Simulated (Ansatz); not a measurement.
# (NaCl)1(CaS)2 [001] superlattice, started as rocksalt type: from the cell to its phonons, part 2 of 3

Aim: the vibrations of (NaCl)1(CaS)2 [001] superlattice, started as rocksalt type, their spectra, and whether the structure is stable.

Ansatz 0.2.0; DFT LDA, scalar-relativistic, plane waves, PAW.

So far. Step 3 (Bringing the structure to rest): Little changed from the start: no atom moved by 0.005 Å and no cell edge by 0.1 %. The relaxed cell has a = 3.914, c = 16.655 Å (conventional setting).

The structure was built from a prototype and need not be the compound's stable phase.

## (4) Relaxing to small forces for the phonons

Phonons need a cell at rest on their own settings, so the relaxation is repeated with tight tolerances on forces and stress on the k mesh and occupations of the first response run.

Contents of input.yaml:

```yaml
crystal:
  lattice:
    - [2.7678266644, 2.7678266644, 0.0]
    - [-2.7678266644, 2.7678266644, 0.0]
    - [2.7678266644, 0.0, 8.3272726844]
  atoms:
    - { symbol: Ca, position: [0.3317307461, 0.6682692539, 0.3365385078] }
    - { symbol: Ca, position: [0.6682692539, 0.3317307461, 0.6634614922] }
    - { symbol: Cl, position: [0.5, 0.5, 0.0] }
    - { symbol: Na, position: [0.0, 0.0, 0.0] }
    - { symbol: S, position: [0.8343355748, 0.1656644252, 0.3313288505] }
    - { symbol: S, position: [0.1656644253, 0.8343355748, 0.6686711495] }
kpoints:
  mp_grid: { grid: [8, 8, 8] }
hamiltonian:
  xc: lda
scf:
  occupations: { method: fixed }
output:
  forces: true
  stress: true
  eigenvalues: true
relax:
  adjacent_minimum: "off"
  f_tol: 0.001
  max_steps: 60
  cell: { stress_tol: 0.01 }
```

Started as:

```console
$ ansatz run input.yaml --threads 4 --pin off --max-ram 14336MiB --backend cpu --events-out ev --progress --plain --runs-dir out
```

Numbers of over 12 decimals in the logs are rounded to 6 here.

Output:

```text
[...]
Crystal: 6 atoms, lattice volume = 127.588 Å³
Basis set: ecut = 420 eV, 2535 PW (Γ)
Bands: 30, of which v1, the nominal top of the filled ones, is band 24 counted from 1 (23 counted from 0)
Symmetry: 16 space group operations
[...]
k-points: 59 of 512
[...]
cell:  # Å, volume = 127.5795 Å³
    - [2.767516, 2.767516, 0.0]
    - [-2.767516, 2.767516, 0.0]
    - [2.767516, 0, 8.328577]
  atoms:
    - { symbol: Ca, position: [0.331738, 0.668262, 0.336523] }
    - { symbol: Ca, position: [0.668262, 0.331738, 0.663477] }
    - { symbol: Cl, position: [0.5, 0.5, 0] }
    - { symbol: Na, position: [0, 0, 0] }
    - { symbol: S, position: [0.834326, 0.165674, 0.331349] }
    - { symbol: S, position: [0.165674, 0.834326, 0.668651] }
[key lines of the parts left out:]
SCF converged after 5 iterations
Free energy (F): -7807.539986 eV
Fermi energy:    5.464410 eV
P = ⅓ Tr σ = 0.0019 GPa (0.019 kbar)
```

Run time: 12 s. Hardware: 4 threads of Arm Neoverse V1, shared host; peak memory 0.52 GiB.

Little changed from the start: no atom moved by 0.005 Å and no cell edge by 0.1 %.

This step gave:

```
pressure : 0.001887 GPa
```

The largest force component left is 0.70 meV/Å and the pressure is 0.002 GPa, within the tolerances set. The cell now holds 21.26 Å³/atom.

## (5) Linear response at the zone centre

The zone centre is the only wavevector solved here; it holds the modes that light can see, as far as symmetry allows. The response to a homogeneous field gives the Born charges and the dielectric tensor, and its change with displacement the Raman tensors.

Contents of input.yaml:

```yaml
crystal:
  lattice:
    - [2.7675157188, 2.7675157188, 0.0]
    - [-2.7675157188, 2.7675157188, 0.0]
    - [2.7675157188, 0.0, 8.3285766381]
  atoms:
    - { symbol: Ca, position: [0.3317383594, 0.6682616406, 0.3365232813] }
    - { symbol: Ca, position: [0.6682616406, 0.3317383594, 0.6634767187] }
    - { symbol: Cl, position: [0.5, 0.5, 0.0] }
    - { symbol: Na, position: [0.0, 0.0, 0.0] }
    - { symbol: S, position: [0.8343256069, 0.1656743931, 0.3313487862] }
    - { symbol: S, position: [0.1656743931, 0.8343256069, 0.6686512138] }
kpoints:
  mp_grid: { grid: [8, 8, 8] }
hamiltonian:
  xc: lda
scf:
  occupations: { method: fixed }
output:
  eigenvalues: true
phonons:
  method: dfpt
  dielectric: true
  rigid_motions: translations
  raman: true
```

Output:

```text
Warning: crystal.symmetry: narrowed to the stabiliser of the run's FFT grids — unitary ops 16 → 4. A phonons.method: dfpt run fills in the rows of the dynamical matrix that it does not solve by its symmetry operations, which is exact only for operations that map its FFT grids onto themselves: filled in by any other, the frequencies could depend on the order in which like atoms are typed, or, by more than the grids' own error, on where the crystal sits among the grids' points. Excluded: 12 operations. The run can therefore solve more perturbations, solve them on more k-points, or both, and cost more. [rest of the remark cut]
[...]
Crystal: 6 atoms, lattice volume = 127.580 Å³
Basis set: ecut = 420 eV, 2535 PW (Γ), exchange–correlation on 54×54×120 points (8 copies of the dense FFT grid, shifted against one another)
Bands: 30, of which v1, the nominal top of the filled ones, is band 24 counted from 1 (23 counted from 0)
Symmetry: 16 space group operations
k-points: 260 of 512 (irreducible under 1 space group operation, time reversal used)
[...]
SCF iter   1: F=—  HF=-7807.560236 eV  |F-HF|=—  |Δ(HF+E_count)|=         —  Δρ=6.84e-3  dr2=5.50e-2  ethr=1.77e-3  ⟨swp⟩=5.3  Hψ=33643  notcnv=0  defer=956
[...]
SCF iter   9: F=-7807.539989 eV  HF=-7807.539989 eV  |F-HF|=5.46e-12  |Δ(HF+E_count)|=  4.91e-11  Δρ=8.18e-8  dr2=1.24e-11  ethr=1.00e-12  ⟨swp⟩=16.0  Hψ=57423  notcnv=0
SCF 1 converged in 9 iterations: F = -7807.539989 eV  dr2 = 1.24e-11
[...]
NSCF: frozen V_eff on 3 k-points
DFPT response loops at Γ: preconditioner auto → Resta (q_TF=auto, 2.318 Å⁻¹)  ε∞=5.0 (no band partly filled); β = 1.00, the filter's whole step (`scf.mixing.beta` (0.50) is not read by the response loops at its default; to damp them type it under 1.00, their step now; it binds the ground state too); Broyden in place of MSR1
── the response to a field inside a basis, on 10×10×8 k-points: an SCF that follows is theirs, and a resumed run solves both again ──
Bands: 25, of which v1, the nominal top of the filled ones, is band 24 counted from 1 (23 counted from 0)
k-points: 220 of 800 (irreducible under 4 space group operations)
[...]
Eigensolver: Dense (220 Hₖ)
SCF iter   1: F=—  HF=-7807.525451 eV  |F-HF|=—  |Δ(HF+E_count)|=         —  Δρ=1.25e-4  dr2=3.41e-6  ethr=1.00e-1
[...]
SCF iter   5: F=-7807.525453 eV  HF=-7807.525453 eV  |F-HF|=8.19e-12  |Δ(HF+E_count)|=  1.72e-10  Δρ=1.55e-7  dr2=3.89e-11  ethr=2.32e-12
SCF 1 converged in 5 iterations: F = -7807.525453 eV  dr2 = 3.89e-11
[...]
SCF converged after 9 iterations
Free energy (F): -7807.539989 eV
[...]
Internal energy: -7807.539989 eV  (E = F + TS)
E sigma→0 (E₀):  -7807.539989 eV
Fermi energy:    5.464409 eV
[...]
--- Band table (eV; the first three rows and the last of 260) ---
  k-point 0: bands = [... 20 lower, 4.9992, 5.0467, 5.4644, 5.4644, 7.9014, 8.7628, 9.1703, 10.0403, ... 2 higher]
  k-point 1: bands = [... 20 lower, 5.0038, 5.0038, 5.4548, 5.4548, 7.8920, 8.7815, 9.3070, 10.0834, ... 2 higher]
  k-point 2: bands = [... 20 lower, 5.0158, 5.0158, 5.4309, 5.4309, 7.8706, 8.8260, 9.6433, 10.1985, ... 2 higher]
  k-point 259: bands = [... 20 lower, 4.1964, 4.3712, 4.4243, 4.5802, 8.1420, 8.7702, 10.3417, 11.0449, ... 2 higher]
--- Phonons (Γ-DFPT): 12 representative perturbations + reference, on 260 of 512 k-points (Σ response iterations 39) ---
  ASR residual: 1.191e-4 → 0.000e0 eV/Å²; symmetrization residual: 1.140e-5 eV/Å²
  The last average, over the group as it would stand without the narrowing to the FFT grids, took up to 3.586e-6 eV/Å² of the zone centre's force constants
  ASR residual per site (eV/Å²): 4.39e-5 4.39e-5 1.19e-4 3.20e-5 9.34e-6 9.34e-6
  Γ frequencies (cm⁻¹): 0.00 0.00 0.00 85.79 85.79 104.01 104.01 180.74 180.74 195.30 202.78 214.23 233.55 249.22 249.97 249.97 253.26 253.26
  ε∞ (high-frequency dielectric tensor):
        4.545359    -0.000000     0.000000
       -0.000000     4.545359     0.000000
        0.000000     0.000000     4.017123
  ε⁰ (static dielectric tensor: ions relaxed, cell fixed):
        9.664413    -0.000000    -0.000000
       -0.000000     9.664413    -0.000000
       -0.000000    -0.000000     8.491348
  ε⁰ − ε∞ (ionic part):
        5.119054    -0.000000    -0.000000
       -0.000000     5.119054    -0.000000
       -0.000000    -0.000000     4.474225
  softest optical mode at Γ: 85.79 cm⁻¹; the repairs (sum rule, projections) moved no ω² at Γ by more than (2.03 cm⁻¹)²
  Born effective charges Z* (e; rows j = field, columns β = displacement):
    site 0:
         2.42325   -0.00000   -0.00000
        -0.00000    2.42325    0.00000
        -0.00000    0.00000    2.01798
    site 1:
         2.42325   -0.00000   -0.00000
        -0.00000    2.42325    0.00000
        -0.00000    0.00000    2.01798
    site 2:
        -1.04711    0.00000    0.00000
        -0.00000   -1.04711   -0.00000
         0.00000   -0.00000   -1.90089
    site 3:
         1.03580   -0.00000   -0.00000
        -0.00000    1.03580    0.00000
        -0.00000    0.00000    1.28552
    site 4:
        -2.41759    0.00000   -0.00000
         0.00000   -2.41759   -0.00000
         0.00000   -0.00000   -1.71030
    site 5:
        -2.41759    0.00000   -0.00000
         0.00000   -2.41759   -0.00000
        -0.00000   -0.00000   -1.71030
  Z* charge neutrality: 4.437e-3 e pre-enforcement
  solved inside a basis spanned on kpoints, on 10×10×8 k-points: ε∞ is read to err by 1.3e-2, Z* by 1.2e-2 e (field_mesh: kpoints solves on kpoints); Z* is corrected for what the basis lacks
  Raman tensors (in the event stream and the table raman_tensors.tsv): an entry may err by 1.5e-1 Å², one of the second-order susceptibility by 3.0e-19 pm/V (basis, points and sum rule); their sum over the sites missed zero by 3.331e-16 Å² ahead of its enforcement
  optical modes at Γ without the LO–TO term, one row a degenerate level:
      ω (cm⁻¹)  modes    IR ((D/Å)²/amu)  static Raman (Å⁴/amu)  depolarisation
         85.79      2             0.0065                 0.0000               —
        104.01      2             0.0000                 0.0035           0.750
        180.74      2             4.7039                 0.0000               —
        195.30      1             5.7031                 0.0000               —
        202.78      1             0.2547                 0.0000               —
        214.23      1             0.0000                14.9687           0.000
        233.55      1             0.0000                 2.0876           0.098
        249.22      1             6.9504                 0.0000               —
        249.97      2            29.2149                 0.0000               —
        253.26      2             0.0000                 0.0660           0.750
  optical modes at Γ + LO–TO along q̂ = [1.0000, 0.0000, 0.0000]:
      ω (cm⁻¹)  modes    IR ((D/Å)²/amu)  static Raman (Å⁴/amu)  depolarisation
         85.79      1             0.0032                 0.0000               —
         85.82      1             0.0006                 0.0000               —
        104.01      2             0.0000                 0.0035           0.750
        180.74      1             2.3520                 0.0000               —
        188.57      1             0.2448                 0.0000               —
        195.30      1             5.7031                 0.0000               —
        202.78      1             0.2547                 0.0000               —
        214.23      1             0.0000                14.9687           0.000
        233.55      1             0.0000                 2.0876           0.098
        249.22      1             6.9504                 0.0000               —
        249.97      1            14.6075                 0.0000               —
        253.26      2             0.0000                 0.0660           0.750
        349.26      1            16.7173                 0.0000               —
  optical modes at Γ + LO–TO along q̂ = [0.0000, 1.0000, 0.0000]:
      ω (cm⁻¹)  modes    IR ((D/Å)²/amu)  static Raman (Å⁴/amu)  depolarisation
         85.79      1             0.0032                 0.0000               —
         85.82      1             0.0006                 0.0000               —
        104.01      2             0.0000                 0.0035           0.750
        180.74      1             2.3520                 0.0000               —
        188.57      1             0.2448                 0.0000               —
        195.30      1             5.7031                 0.0000               —
        202.78      1             0.2547                 0.0000               —
        214.23      1             0.0000                14.9687           0.000
        233.55      1             0.0000                 2.0876           0.098
        249.22      1             6.9504                 0.0000               —
        249.97      1            14.6075                 0.0000               —
        253.26      2             0.0000                 0.0660           0.750
        349.26      1            16.7173                 0.0000               —
  optical modes at Γ + LO–TO along q̂ = [0.0000, 0.0000, 1.0000]:
      ω (cm⁻¹)  modes    IR ((D/Å)²/amu)  static Raman (Å⁴/amu)  depolarisation
         85.79      2             0.0065                 0.0000               —
        104.01      2             0.0000                 0.0035           0.750
        180.74      2             4.7039                 0.0000               —
        202.35      1             0.0063                 0.0000               —
        214.23      1             0.0000                14.9687           0.000
        216.52      1             0.5141                 0.0000               —
        233.55      1             0.0000                 2.0876           0.098
        249.97      2            29.2149                 0.0000               —
        253.26      2             0.0000                 0.0660           0.750
        327.51      1            12.3878                 0.0000               —
```

Elapsed: 28 min, on 4 threads; peak memory 4.2 GiB.

Numbers from this step:

| Property | Result |
| --- | --- |
| sum-rule residual before enforcement | 1.19e-4 eV/Å² |
| miss of the charge sum rule | 0.004437 e |
| estimated error of the dielectric tensor | 0.01279 |
| estimated error of the Born charges | 0.01162 e |
| point group | 4/mmm |
| highest optical mode at the zone centre (no LO-TO term) | 253.3 cm⁻¹ |
| lowest optical zone-centre mode | 85.79 cm⁻¹ |
| mean high-frequency dielectric constant | 4.369 |
| largest Born charge (third of the trace) | 2.288 e |
| mean static dielectric constant | 9.273 |
| top of the zone-centre spectrum with the field | 349.3 cm⁻¹ |

Without the LO-TO term. Patterns of degenerate modes are one choice out of their space. The modes at Γ (shares of kinetic energy by element, %):

```
mode  frequency (cm⁻¹)  symmetry  Ca %  Cl %  Na %  S %
   1               0.0  acoustic    40    17    11   32
   2               0.0  acoustic    40    17    11   32
   3               0.0  acoustic    40    17    11   32
   4              85.8        Eu    17    40    31   12
   5              85.8        Eu    17    40    31   12
   6             104.0        Eg    58     0     0   42
   7             104.0        Eg    58     0     0   42
   8             180.7        Eu     0    42    58    0
   9             180.7        Eu     0    42    58    0
  10             195.3       A2u    18    78     4    0
  11             202.8       A2u    16     0    83    1
  12             214.2       A1g    99     0     0    1
  13             233.6       A1g     1     0     0   99
  14             249.2       A2u    26     5     2   67
  15             250.0        Eu    43     0     0   57
  16             250.0        Eu    43     0     0   57
  17             253.3        Eg    42     0     0   58
  18             253.3        Eg    42     0     0   58
```

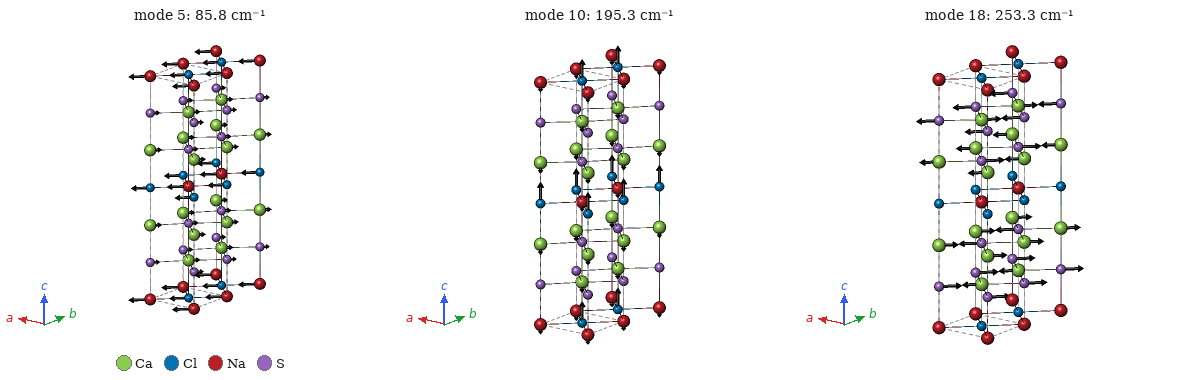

Displacement patterns of modes 5, 10 and 18 at Γ; arrows are exaggerated. 1×2×1 conventional cells are drawn. Some periodic images of atoms are drawn too.

Optical modes at the zone centre, without and with the macroscopic field of the longitudinal modes; each column is sorted by frequency, so a row need not hold one and the same mode. Modes with and without the field, by row:

```
rank among optical modes  no field (cm⁻¹)  q along (1, 0, 0) (cm⁻¹)  q along (0, 0, 1) (cm⁻¹)
                       1             85.8                      85.8                      85.8
                       2             85.8                      85.8                      85.8
                       3              104                       104                       104
                       4              104                       104                       104
                       5            180.7                     180.7                     180.7
                       6            180.7                     188.6                     180.7
                       7            195.3                     195.3                     202.3
                       8            202.8                     202.8                     214.2
                       9            214.2                     214.2                     216.5
                      10            233.6                     233.6                     233.6
                      11            249.2                     249.2                       250
                      12              250                       250                       250
                      13              250                     253.3                     253.3
                      14            253.3                     253.3                     253.3
                      15            253.3                     349.3                     327.5
```

Born charge (rows field, columns displacement) (e), principal values of the symmetric part by kind of site:

```
atom  atoms with these values    low  middle   high   mean
 Ca1                        2   2.02    2.42   2.42   2.29
 Cl3                        1  -1.90   -1.05  -1.05  -1.33
 Na4                        1   1.04    1.04   1.29   1.12
  S5                        2  -2.42   -2.42  -1.71  -2.18
```

In full for Ca1:

```
2.42 0.00 0.00
0.00 2.42 0.00
0.00 0.00 2.02
```

High-frequency dielectric tensor:

```
4.55 0.00 0.00
0.00 4.55 0.00
0.00 0.00 4.02
```

Static dielectric tensor (ions relaxed, fixed cell):

```
9.66 0.00 0.00
0.00 9.66 0.00
0.00 0.00 8.49
```

(Part 2 of 3 ends here.)

[Logs are printed without paths, hosts, clocks, repeated set-up lines and the standing remarks that a program may print on its own settings, such as how far it seeks lower states.]

[Hosts, paths, dates, database ids (printed as entryN), source tags and the programs' standing remarks are cut or masked in the printed files.]
